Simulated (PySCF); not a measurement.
Al3F3H3P3

Input

```
{"job": {"kind": "nmr", "xc": "PBE0", "basis": {"default": "pcSseg-1", "Al": "pcSseg-2"}}, "charge": 0, "multiplicity": 1}
Al     0.146724     1.099092    -1.235928
F     -0.745651     2.514236    -1.302217
P      2.122122     1.318691    -0.050843
Al     0.908588     0.314116     1.639600
F      1.710203    -0.602139     2.776354
P     -1.413962     0.294457     1.717250
Al    -1.420186    -1.248906    -0.019273
F     -1.610820    -2.847632     0.409429
P     -0.918663    -0.713195    -2.209136
H      2.603789     0.003528    -0.371796
H     -1.470329     1.385816     0.779368
H      0.203653    -1.600824    -2.081830
```

Launched as:

```sh
OMP_NUM_THREADS=1 python probes_run.py task.json out
```

Geometry: PBE0-D3(BJ)/def2-SVP.

Computed with PBE0/pcSseg-1 Al:pcSseg-2, SCF density, gas phase, non-relativistic (PySCF).

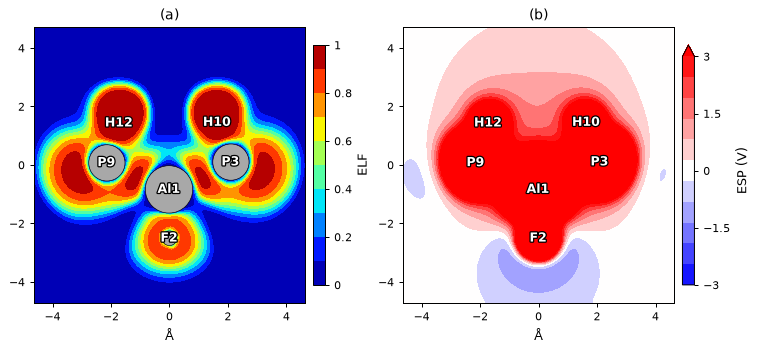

Figure 1. (a) ELF; (b) molecular electrostatic potential on the plane of atoms F2, Al1 and P3. Grey discs cover the atomic cores in the ELF map.

Interpret the plot.

Answer. The plane passes through Al, F, P and H nuclei.
Al–F (1.67 Å): the ELF peaks at about 0.85 in the valence shell of F, 0.5 Å from its nucleus, and is about 0.35 at the midpoint.
Al–P (2.31 Å): the ELF peaks at about 0.95 in the valence shell of P, 1.1 Å from its nucleus, and is about 0.95 at the midpoint.
P–H (1.44 Å): the ELF climbs to about 1 towards the hydrogen, as it does in any bond to H.
The ELF also peaks beside F2, P9 and P3, away from the bonds: lone-pair regions.
Outside the dense part of the molecule the potential is most negative (−1.3 V) near F2.

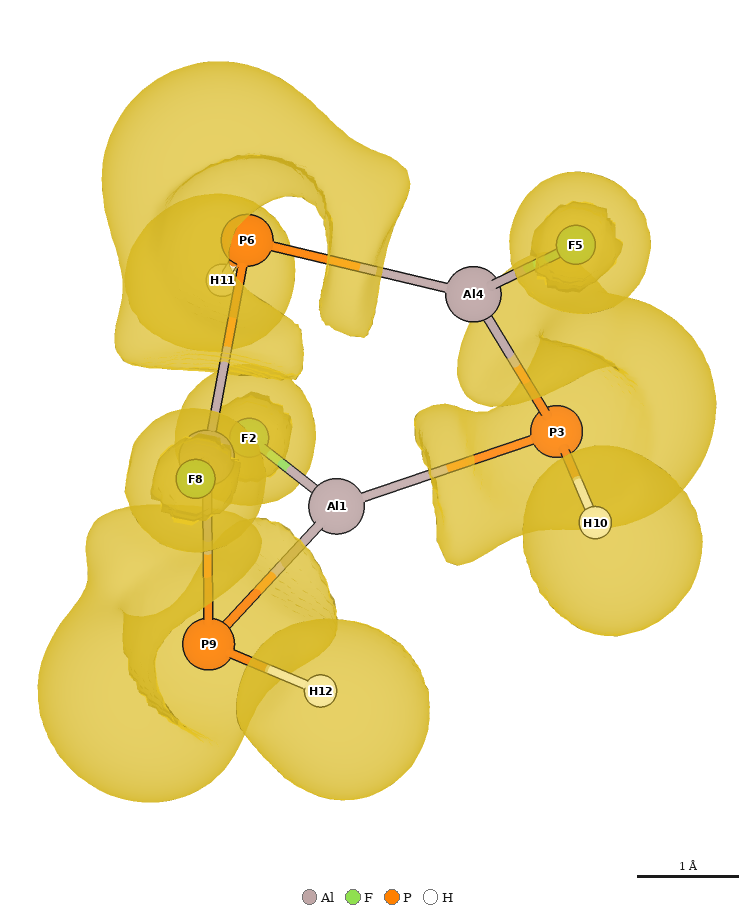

Figure 2. Isosurface of the electron localisation function at 0.8 (yellow), seen at an oblique angle. Core shells and regions of very low density are left out.

What do the ELF domains correspond to?

Answer. The ELF exceeds this value in three regions around hydrogen nuclei, three regions on P in which the atom's valence shell and bonds are merged and three regions wrapped around F (the valence shell of each).

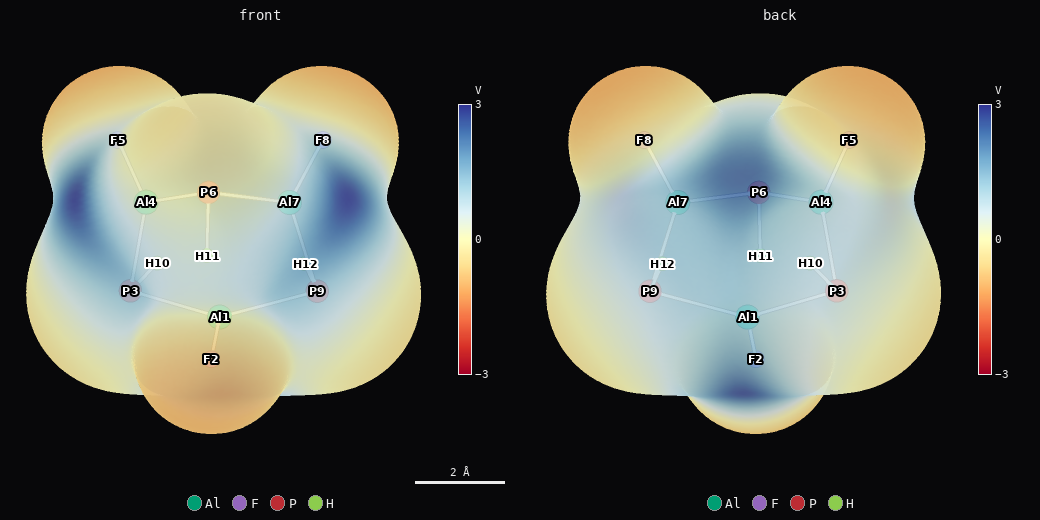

Figure 3. The molecular electrostatic potential painted on the density surface at 0.001 e/bohr³, seen from the front and from behind; red is negative and blue positive.

Describe the electrostatic potential map.

Answer. The most negative region (about −1.0 V, or −23 kcal/mol for a unit charge) lies over F2, F5 and F8, the most positive (about +2.8 V, or +65 kcal/mol for a unit charge) over Al4 and Al7.
